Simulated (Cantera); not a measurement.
Input: 1 mol Si, 5.6 mol HCl, 5.6 mol H₂, at 1.40 mbar.

Equilibrium computed with Cantera from the NASA thermochemical tables; the gas is ideal and each condensed phase is pure. Candidate condensed phases: Si; 19 gas species. The tables' values for SiCl₃, SiCl are old estimates; treat these amounts as uncertain. The numbers say what is thermodynamically allowed, not how fast it happens.

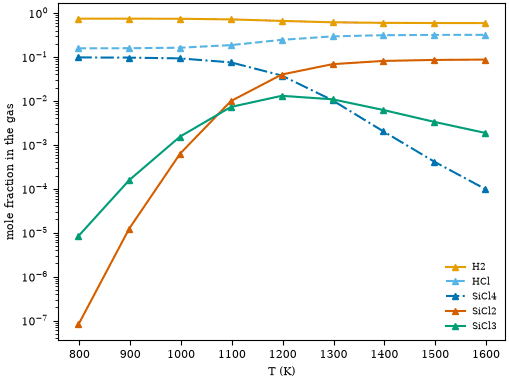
Figure: Equilibrium gas composition (values under 1e-9 drawn at 1e-9)

From 798 K to 1598 K nothing is condensed. The main Si-bearing gas is SiCl₄ at 798 K and SiCl₂ at 1598 K.
